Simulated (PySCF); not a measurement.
# BH₃: relaxation and vibrations of the singlet

Aim: relax BH₃ as a singlet from a T-shaped start, check by its vibrations whether the end is a minimum, and collect its spectrum and constants.

Computed with PySCF 2.14.0. Level: PBE0, basis B def2-TZVP, H def2-TZVP, no relativity, density fitting.

## Step 1: Where the work starts

4 atoms, charge 0, spin multiplicity 1.

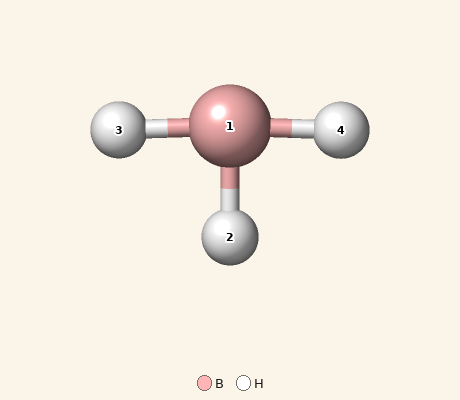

The starting geometry (boron pink, hydrogen white); atoms are numbered from 1 in the order of the file.

```xyz
4
charge 0 multiplicity 1
B     0.0000    0.0000    0.0000
H     0.0000    0.0000    1.1700
H     1.1693    0.0000    0.0408
H    -1.1693    0.0000    0.0408
```

## Step 2: First SCF at the start

One driver script runs all steps and calls PySCF; scf.py shows how it sets up the SCF of each step. The optimiser is the driver's own. After this first run the driver tries any further starts and a stability analysis.

File scf.py:

```python
from pyscf import gto, scf, dft
mol = gto.M(atom='''
B      0.000000     0.000000     0.000000
H      0.000000     0.000000     1.170000
H      1.169300     0.000000     0.040800
H     -1.169300     0.000000     0.040800''',
    basis={'B': 'def2-TZVP', 'H': 'def2-TZVP'},
    charge=0, spin=0)
mf = dft.RKS(mol, xc='PBE0')
mf.grids.atom_grid = (50, 194)
aux = {'B': 'def2-universal-JKFIT', 'H': 'def2-universal-JKFIT'}
mf = mf.density_fit(auxbasis=aux)
mf.conv_tol = 1e-08
mf.diis_space = 10
mf.max_cycle = 60
mf.init_guess = 'minao'
mf.verbose = 4
mf.kernel()
```

Started as:

```sh
$ OMP_NUM_THREADS=2 python axn.py task.json out
```

The program printed:

```text
init E= -26.3601611350341
  HOMO = -0.301401519364788  LUMO = -0.132700216408816  gap/eV = 4.59060
cycle= 1 E= -26.500584101904  delta_E= -0.14  |g|= 0.104  |ddm|= 1.15
  HOMO = -0.269244303772977  LUMO = -0.0623174363865715  gap/eV = 5.63077
cycle= 2 E= -26.5043089214944  delta_E= -0.00372  |g|= 0.0418  |ddm|= 0.159
  HOMO = -0.289052175591815  LUMO = -0.0759363286373276  gap/eV = 5.79918
cycle= 3 E= -26.5049552057633  delta_E= -0.000646  |g|= 0.00488  |ddm|= 0.0398
  HOMO = -0.288186474574145  LUMO = -0.0746578628257559  gap/eV = 5.81041
cycle= 4 E= -26.5049624366938  delta_E= -7.23e-06  |g|= 0.00145  |ddm|= 0.00549
  HOMO = -0.288291067732739  LUMO = -0.0748774579946279  gap/eV = 5.80728
cycle= 5 E= -26.5049631866913  delta_E= -7.5e-07  |g|= 0.000267  |ddm|= 0.00172
  HOMO = -0.288230735973752  LUMO = -0.0748134277585351  gap/eV = 5.80738
cycle= 6 E= -26.5049632139541  delta_E= -2.73e-08  |g|= 6.59e-06  |ddm|= 0.000279
  HOMO = -0.288231928109065  LUMO = -0.0748139441962312  gap/eV = 5.80740
cycle= 7 E= -26.5049632139803  delta_E= -2.61e-11  |g|= 1.12e-06  |ddm|= 2.47e-05
  HOMO = -0.288232096791273  LUMO = -0.0748141890657887  gap/eV = 5.80740
Extra cycle  E= -26.5049632139808  delta_E= -4.97e-13  |g|= 2.39e-07  |ddm|= 2.79e-06
converged SCF energy = -26.5049632139808
```

This step, with its further starts and checks, took 0.8 s on 2 threads of AMD EPYC 7B13 (Zen 3), shared host.

No lower closed-shell solution turned up in the test of internal stability.

## Step 3: Relaxation: T-shaped start, singlet

The program finds C2v symmetry in the start, which this walk keeps. The walk stops when the largest gradient is under 0.0003 Eh/bohr and the energy has settled too.

scf.py, as its differences from that of step 2:

```diff
@@ -3,4 +3,4 @@
-B      0.000000     0.000000     0.000000
-H      0.000000     0.000000     1.170000
-H      1.169300     0.000000     0.040800
-H     -1.169300     0.000000     0.040800''',
+B      0.000000     0.000000    -0.089889
+H      0.000000     0.000000     1.080111
+H      1.169300     0.000000    -0.049089
+H     -1.169300     0.000000    -0.049089''',
@@ -16 +15,0 @@
-mf.init_guess = 'minao'
```

Energy and gradient, step by step:

```tsv
step	energy (Eh)	change (kJ/mol)	largest symmetric gradient (Eh/bohr)
0	-26.504963	0.00	0.04567
1	-26.537306	-84.91	0.05111
2	-26.556228	-134.59	0.03781
3	-26.561581	-148.65	0.02328
4	-26.565395	-158.66	0.01650
5	-26.565794	-159.71	0.00358
6	-26.565822	-159.79	0.00083
7	-26.565824	-159.79	0.00002
```

The walk took 2.6 s.

Positions (Å) and forces (eV/Å) along the way:

```
step 0
B    0.000   0.000  -0.090   0.000   0.000   2.348
H    0.000   0.000   1.080   0.000   0.000   1.712
H    1.169   0.000  -0.049   0.582   0.000  -2.030
H   -1.169   0.000  -0.049  -0.582   0.000  -2.030
step 1
B    0.000   0.000   0.016   0.000   0.000   2.628
H    0.000   0.000   1.219   0.000   0.000   0.401
H    1.190   0.000  -0.172  -0.602   0.000  -1.514
H   -1.190   0.000  -0.172   0.602   0.000  -1.514
step 4
B    0.000   0.000   0.199   0.000   0.000   0.849
H    0.000   0.000   1.410   0.000   0.000  -0.362
H    1.044   0.000  -0.359   0.101   0.000  -0.243
H   -1.044   0.000  -0.359  -0.101   0.000  -0.243
step 7
B    0.000   0.000   0.223   0.000   0.000  -0.001
H    0.000   0.000   1.417   0.000   0.000   0.000
H    1.033   0.000  -0.374   0.001   0.000   0.001
H   -1.033   0.000  -0.374  -0.001   0.000   0.001
```

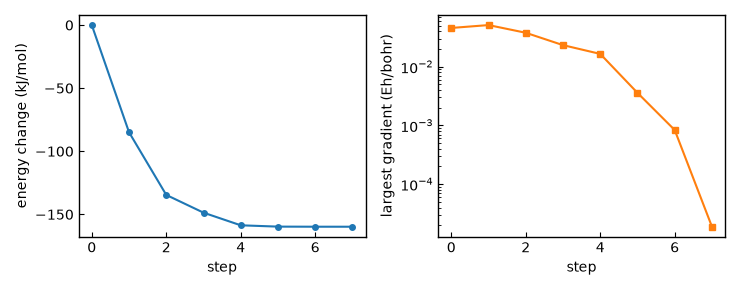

How energy and gradient fall.

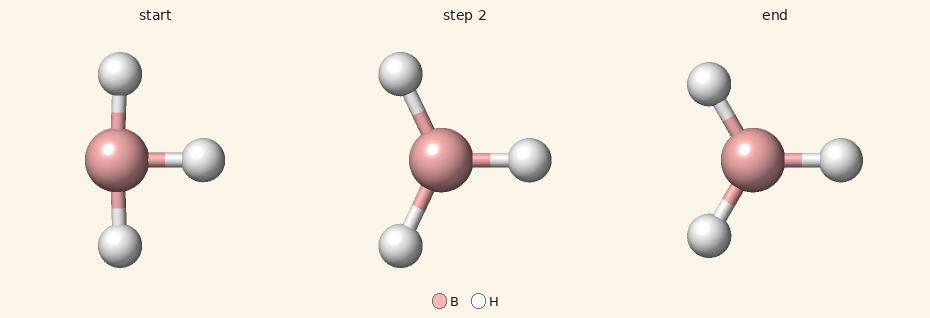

The geometry along the walk, at one scale.

End point (D3h, 7 steps, 159.8 kJ/mol gained): B–H 1.193 Å (×3); H–B–H 120.0° (×3).

## Step 4: Hessian and properties

On the finer grid the gradient is checked again; gradients at displacements of ±0.02 bohr then give force constants and infrared intensities.

scf.py, as its differences from that of step 3:

```diff
@@ -3,4 +3,4 @@
-B      0.000000     0.000000    -0.089889
-H      0.000000     0.000000     1.080111
-H      1.169300     0.000000    -0.049089
-H     -1.169300     0.000000    -0.049089''',
+B     -0.000000     0.000000     0.000000
+H     -0.000000     0.000000     1.193428
+H      1.033539     0.000000    -0.596714
+H     -1.033539     0.000000    -0.596714''',
@@ -10 +10 @@
-mf.grids.atom_grid = (50, 194)
+mf.grids.atom_grid = (75, 302)
@@ -13 +13 @@
-mf.conv_tol = 1e-08
+mf.conv_tol = 1e-10
```

This SCF starts from the last density.

Log of the central SCF (cycles and frontier levels):

```text
init E= -26.5658261940495
  HOMO = -0.364554740618953  LUMO = -0.0716867430497548  gap/eV = 7.96934
cycle= 1 E= -26.5658261940497  delta_E= -2.63e-13  |g|= 7.38e-07  |ddm|= 1.62e-06
  HOMO = -0.36455499551919  LUMO = -0.0716870642156131  gap/eV = 7.96934
Extra cycle  E= -26.5658261940498  delta_E= -9.95e-14  |g|= 4.75e-07  |ddm|= 1.02e-06
converged SCF energy = -26.5658261940498
```

The whole step took 4.1 s.

Geometry: D3h; B–H 1.193 Å (×3); H–B–H 120.0° (×3).

Harmonic modes (main isotopes):

```tsv
symmetry	ω (cm⁻¹)	IR (km/mol)
a2''	1145	81.2
e'	1189	25.1
a1'	2557	0.0
e'	2695	239
```

All wavenumbers are real: a minimum.

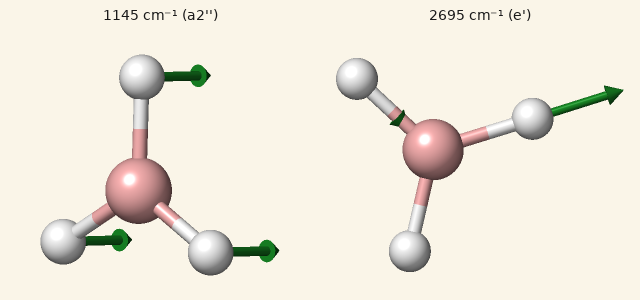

Displacements of 2 of the modes, as arrows (one member where a mode is degenerate).

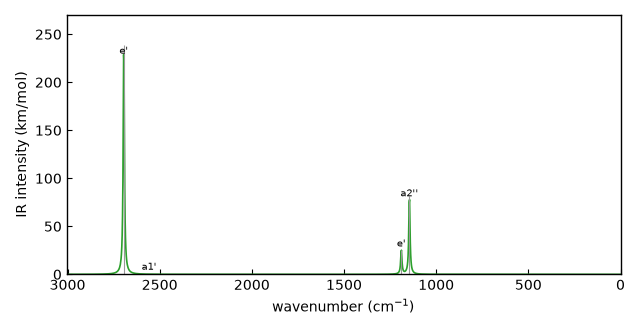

The harmonic infrared spectrum (widths in cm⁻¹). Lines are broadened to a width of 8 cm⁻¹ (Lorentzian).

Constants and moments:

```
Dipole moment                                                   : 0.00 D
Highest occupied level                                          : -9.92 eV
Lowest empty level                                              : -1.95 eV
Rotational constants                                            : 7.829, 7.829, 3.915 cm⁻¹
Zero-point energy                                               : 68.6 kJ/mol
Principal polarisabilities                                      : 12.2, 18.2, 18.2 bohr³
Atomisation energy without zero-point energy                    : 1167 kJ/mol
Principal traceless quadrupole moments about the centre of mass : -1.06, -1.06, 2.12 D Å
Entropy at 298.15 K and 1 bar                                   : 188.4 J/(mol K)
Heat capacity Cp at 298.15 K                                    : 36.1 J/(mol K)
Enthalpy at 298.15 K above 0 K                                  : 10.06 kJ/mol
Rotational symmetry number                                      : 6
```

Charges (e) and bond orders:

```json
{"atom": "B1", "Mulliken": "-0.08", "Löwdin": "-0.11", "polar tensor": "0.49", "Mayer order to B1": "–"}
{"atom": "H2,3,4", "Mulliken": "0.03", "Löwdin": "0.04", "polar tensor": "-0.16", "Mayer order to B1": "0.99"}
```

Mulliken populations on B1: s 3.18, p 1.86, d 0.04, f 0.00.

## Step 5: Results

```
                                 quantity                                          value
                                  minimum                                   singlet, D3h
                                 geometry            B–H 1.193 Å (×3); H–B–H 120.0° (×3)
                       wavenumbers (cm⁻¹)  1145 (a2''), 1189 (e'), 2557 (a1'), 2695 (e')
                            dipole moment                                         0.00 D
     highest occupied, lowest empty level                                -9.92, -1.95 eV
                polar-tensor charge of B1                                        +0.49 e
                        zero-point energy                                    68.6 kJ/mol
                      entropy at 298.15 K                                188.4 J/(mol K)
atomisation energy (no zero-point energy)                                    1167 kJ/mol
```

**Reading.** From C2v at the start the molecule goes to a D3h minimum. In the infrared the band at 2695 cm⁻¹ (e', stretch) leads. The dipole vanishes although B1 carries +0.5 e by the polar tensor: the bond dipoles cancel. Only this shape and spin were tried, so other structures or states may lie lower.

The search up to here took 7.6 s.
